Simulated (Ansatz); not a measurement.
Geometry relaxation, with input and output: C5H13Al (part 1 of 2)

The run: geometry relaxation of C5H13Al. Method and program: RKS PBE/6-31G* (Ansatz 0.2.0).

It belongs to a series of runs on one base structure; here: end point A relaxed. Figures and captions count atoms from 1; the log counts them from 0 in places.

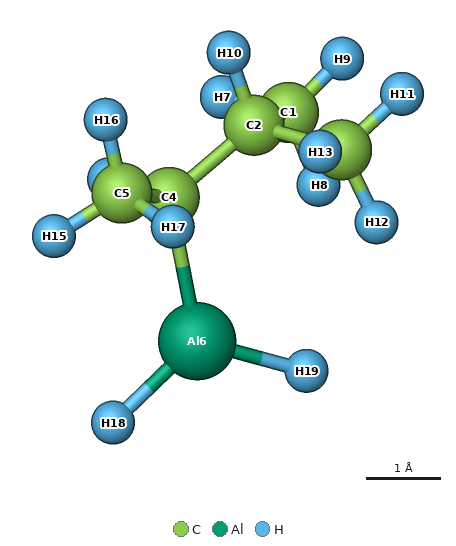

Fig. 1: The input geometry (ball-and-stick view, seen at a tilt; atoms are numbered from 1 in the order of the input). Sticks mark near contacts. Bond lengths as drawn: Al–C 2.07 Å, Al–H 1.60 to 1.61 Å, C–C 1.48 to 1.54 Å and C–H 1.05 to 1.17 Å.

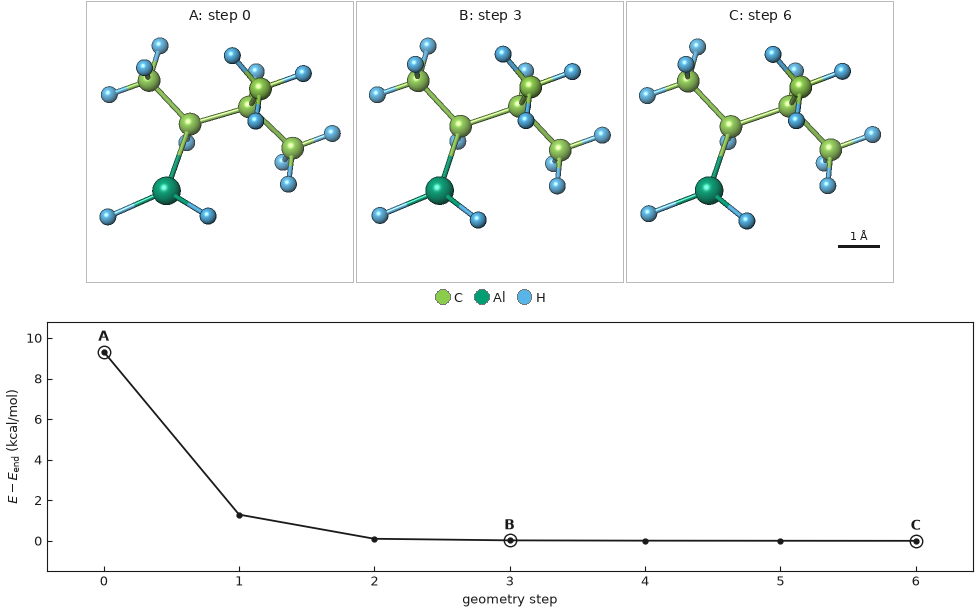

Fig. 2: Frames of the relaxation (ball-and-stick view, seen at a tilt) above the curves, on which the letters mark them (the first geometry is step 0 here and step 1 in the log).

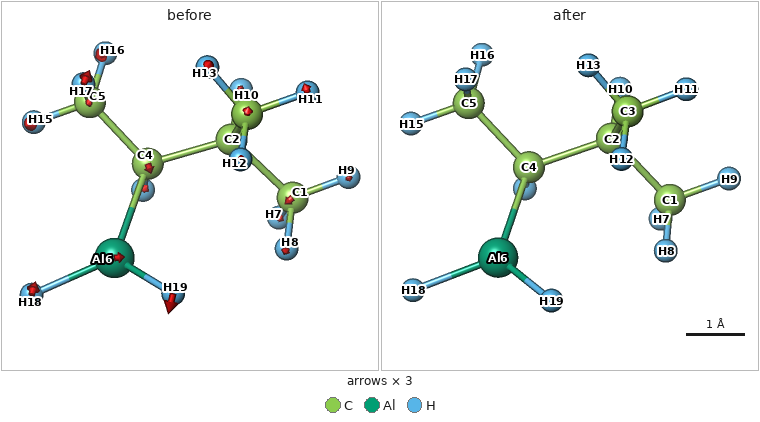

Fig. 3: Before (left) and after (right) the relaxation, at one scale (ball-and-stick view, seen at a tilt). The red arrows give the displacements, magnified 3 times. H19 moves most after the best rigid fit: 0.13 Å. By element the largest moves are H 0.13 Å, Al 0.07 Å, C 0.06 Å. Distances before and after: C4–Al6 2.068 → 1.998 Å, C4–C5 1.484 → 1.547 Å, C4–H14 1.174 → 1.114 Å, C1–H9 1.045 → 1.104 Å. Among the angles that change: C4–Al6–H19 118.9° → 125.3°, C1–C2–C4 116.9° → 111.1°, Al6–C4–H14 98.9° → 103.3°. The energy falls by 9.32 kcal/mol in 6 geometry steps. The largest force component goes from 3.4 to 0.012 eV/Å. (Atoms are counted from 1 in the order of the input.)

The input that produced these results follows, with the program's output.

### The input
```yaml
crystal:
  periodic: [false, false, false]
  atoms:
    - { symbol: C, position_ang: [-0.7743, -1.8615, 0.3881] }
    - { symbol: C, position_ang: [0.2356, -0.8451, -0.1563] }
    - { symbol: C, position_ang: [1.3025, -0.6196, 0.8874] }
    - { symbol: C, position_ang: [-0.3295, 0.4882, -0.6753] }
    - { symbol: C, position_ang: [0.5987, 1.3324, -1.4686] }
    - { symbol: Al, position_ang: [-1.3293, 1.6314, 0.7285] }
    - { symbol: H, position_ang: [-1.5805, -1.9873, -0.3869] }
    - { symbol: H, position_ang: [-1.2622, -1.4061, 1.2914] }
    - { symbol: H, position_ang: [-0.3519, -2.7792, 0.6566] }
    - { symbol: H, position_ang: [0.7213, -1.3439, -1.0013] }
    - { symbol: H, position_ang: [1.7667, -1.5962, 1.2187] }
    - { symbol: H, position_ang: [0.9452, -0.1275, 1.828] }
    - { symbol: H, position_ang: [2.1075, 0.0295, 0.4781] }
    - { symbol: H, position_ang: [-1.238, 0.2163, -1.3672] }
    - { symbol: H, position_ang: [0.0632, 2.1548, -1.9584] }
    - { symbol: H, position_ang: [1.1145, 0.7677, -2.2102] }
    - { symbol: H, position_ang: [1.371, 1.8078, -0.7756] }
    - { symbol: H, position_ang: [-2.0906, 2.9731, 0.3085] }
    - { symbol: H, position_ang: [-1.3118, 1.1609, 2.271] }
basis:
  gaussian: { orbitals: "6-31G*" }
hamiltonian:
  xc: pbe
relax:
  f_tol: 0.02
  max_steps: 50
```

Launched with:
```bash
ansatz run input.yaml --threads 2 --pin off --max-ram 3072MiB --backend cpu --events-out ev --progress --plain --runs-dir out
```

### Output
```
The last accepted step is kept in [file] (removed where the run ends without a failure and the disk answers)
Engine: ansatz 0.2.0, aarch64-unknown-linux-gnu
Functional definition: PBE
  parameter kappa = 0.804
  parameter beta = 0.06672455060314922
  exchange = pbe_x(kappa = kappa, mu = beta*pi^2/3)
  correlation = pbe_c(beta = beta)
1619 factors; their error is unknown
mean field evaluation 1: about -11965.5755 eV, gradient 7.8e1 eV
mean field evaluation 2: about -11885.7996 eV, gradient 1.6e2 eV
mean field evaluation 4: about -11980.9115 eV, gradient 1.1e1 eV
mean field evaluation 8: about -11981.2019 eV, gradient 3.9e-1 eV
mean field evaluation 16: about -11981.0986 eV, gradient 3.8e-4 eV
mean field -11981.09863950 eV, -440.2972539213 hartree, gradient 1.9e-5 eV, S^2 0.000000; 0 other end points of the search recorded, 0 dependent functions left out
the calculation of the forces begins
reference -11981.09868427 eV, -440.2972555666 hartree; 28, 28 occupied and 92, 92 virtual orbitals, 1619 factors
relax step   1: F+E_penalty+E_count = -11981.09863950 eV  Δ(F+E_penalty+E_count) = +0.000e0 eV  max|allowed force component| = 3.369e0 eV/Å  Δτ_max = 0.0000 Å  (30 SCF iters, accepted)
these checks for a lower state are left out or cut short: starts, cluster_reference, orbital_swaps, neighbouring_geometries, increment
1619 factors; their error is unknown
mean field -11981.44670421 eV, -440.3100450635 hartree, gradient 1.0e-5 eV, S^2 0.000000; 0 other end points of the search recorded, 0 dependent functions left out
the calculation of the forces begins
reference -11981.44674875 eV, -440.3100467002 hartree; 28, 28 occupied and 92, 92 virtual orbitals, 1619 factors
relax step   2: F+E_penalty+E_count = -11981.44670421 eV  Δ(F+E_penalty+E_count) = -3.481e-1 eV  max|allowed force component| = 8.755e-1 eV/Å  Δτ_max = 0.1204 Å  (29 SCF iters, accepted)
these checks for a lower state are left out or cut short: starts, cluster_reference, orbital_swaps, neighbouring_geometries, increment
1619 factors; their error is unknown
mean field evaluation 32: about -11981.4984 eV, gradient 3.5e-3 eV
mean field -11981.49839807 eV, -440.3119447778 hartree, gradient 1.1e-5 eV, S^2 0.000000; 0 other end points of the search recorded, 0 dependent functions left out
the calculation of the forces begins
reference -11981.49844262 eV, -440.3119464149 hartree; 28, 28 occupied and 92, 92 virtual orbitals, 1619 factors
relax step   3: F+E_penalty+E_count = -11981.49839807 eV  Δ(F+E_penalty+E_count) = -5.169e-2 eV  max|allowed force component| = 2.118e-1 eV/Å  Δτ_max = 0.0577 Å  (31 SCF iters, accepted)
these checks for a lower state are left out or cut short: starts, cluster_reference, orbital_swaps, neighbouring_geometries, increment
1619 factors; their error is unknown
mean field -11981.50178285 eV, -440.3120691662 hartree, gradient 1.1e-5 eV, S^2 0.000000; 0 other end points of the search recorded, 0 dependent functions left out
the calculation of the forces begins
reference -11981.50182737 eV, -440.3120708024 hartree; 28, 28 occupied and 92, 92 virtual orbitals, 1619 factors
relax step   4: F+E_penalty+E_count = -11981.50178285 eV  Δ(F+E_penalty+E_count) = -3.385e-3 eV  max|allowed force component| = 8.259e-2 eV/Å  Δτ_max = 0.0230 Å  (30 SCF iters, accepted)
these checks for a lower state are left out or cut short: starts, cluster_reference, orbital_swaps, neighbouring_geometries, increment
1619 factors; their error is unknown
mean field -11981.50240549 eV, -440.3120920479 hartree, gradient 1.1e-5 eV, S^2 0.000000; 0 other end points of the search recorded, 0 dependent functions left out
the calculation of the forces begins
reference -11981.50245002 eV, -440.3120936840 hartree; 28, 28 occupied and 92, 92 virtual orbitals, 1619 factors
relax step   5: F+E_penalty+E_count = -11981.50240549 eV  Δ(F+E_penalty+E_count) = -6.226e-4 eV  max|allowed force component| = 3.617e-2 eV/Å  Δτ_max = 0.0347 Å  (29 SCF iters, accepted)
these checks for a lower state are left out or cut short: starts, cluster_reference, orbital_swaps, neighbouring_geometries, increment
1619 factors; their error is unknown
mean field -11981.50263480 eV, -440.3121004746 hartree, gradient 1.1e-5 eV, S^2 0.000000; 0 other end points of the search recorded, 0 dependent functions left out
the calculation of the forces begins
reference -11981.50267932 eV, -440.3121021108 hartree; 28, 28 occupied and 92, 92 virtual orbitals, 1619 factors
relax step   6: F+E_penalty+E_count = -11981.50263480 eV  Δ(F+E_penalty+E_count) = -2.293e-4 eV  max|allowed force component| = 2.768e-2 eV/Å  Δτ_max = 0.0121 Å  (31 SCF iters, accepted)
these checks for a lower state are left out or cut short: starts, cluster_reference, orbital_swaps, neighbouring_geometries, increment
1619 factors; their error is unknown
mean field -11981.50277888 eV, -440.3121057694 hartree, gradient 1.1e-5 eV, S^2 0.000000; 0 other end points of the search recorded, 0 dependent functions left out
the calculation of the forces begins
reference -11981.50282343 eV, -440.3121074067 hartree; 28, 28 occupied and 92, 92 virtual orbitals, 1619 factors
relax step   7: F+E_penalty+E_count = -11981.50277888 eV  Δ(F+E_penalty+E_count) = -1.441e-4 eV  max|allowed force component| = 1.236e-2 eV/Å  Δτ_max = 0.0140 Å  (30 SCF iters, accepted)
1619 factors; their error is unknown
mean field evaluation 64: about -11981.5028 eV, gradient 3.6e-5 eV
mean field -11981.50277888 eV, -440.3121057694 hartree, gradient 3.6e-5 eV, S^2 0.000000; 1 other end points of the search recorded, 0 dependent functions left out
the calculation of the forces begins
reference -11981.50282343 eV, -440.3121074067 hartree; 28, 28 occupied and 92, 92 virtual orbitals, 1619 factors
Total energy: -11981.50282343 eV, -440.3121074067 hartree
Atom 0 at    -0.812104    -1.811546     0.389045 Å, force     0.001268     0.001451     0.000819 eV/Å
Atom 1 at     0.255076    -0.846790    -0.151586 Å, force    -0.002451     0.003262     0.000025 eV/Å
Atom 2 at     1.357963    -0.621445     0.896297 Å, force    -0.002676     0.002913     0.002027 eV/Å
Atom 3 at    -0.384919     0.474199    -0.644711 Å, force     0.001034     0.005204    -0.000733 eV/Å
Atom 4 at     0.591990     1.361649    -1.451963 Å, force    -0.004714     0.001625     0.005196 eV/Å
Atom 5 at    -1.325648     1.566733     0.738210 Å, force     0.012361    -0.008776    -0.006879 eV/Å
Atom 6 at    -1.594079    -2.011689    -0.365617 Å, force     0.000437     0.000701     0.001646 eV/Å
Atom 7 at    -1.305675    -1.393796     1.288189 Å, force     0.001254    -0.003801    -0.000668 eV/Å
Atom 8 at    -0.370045    -2.780637     0.680957 Å, force    -0.001122     0.002111    -0.000359 eV/Å
Atom 9 at     0.730986    -1.334508    -1.031557 Å, force    -0.001675    -0.000437     0.002850 eV/Å
Atom 10 at     1.821520    -1.577453     1.197864 Å, force    -0.001949     0.000421    -0.000033 eV/Å
Atom 11 at     0.942781    -0.153650     1.810032 Å, force     0.002896    -0.003238    -0.001725 eV/Å
Atom 12 at     2.163351     0.030232     0.515920 Å, force    -0.002440     0.001557     0.001023 eV/Å
Atom 13 at    -1.201484     0.192124    -1.348341 Å, force    -0.001546    -0.003397    -0.003414 eV/Å
Atom 14 at     0.081917     2.237804    -1.890134 Å, force    -0.000936     0.001639    -0.002012 eV/Å
Atom 15 at     1.048767     0.795210    -2.288176 Å, force    -0.001006    -0.001756     0.001116 eV/Å
Atom 16 at     1.425796     1.746135    -0.837047 Å, force     0.002969     0.000224    -0.000183 eV/Å
Atom 17 at    -2.040145     2.924708     0.245212 Å, force    -0.000642     0.002112    -0.000579 eV/Å
Atom 18 at    -1.427949     1.198421     2.303905 Å, force    -0.001064    -0.001813     0.001885 eV/Å
Dipole moment:     0.106280    -0.152263    -0.132527 e Å
```
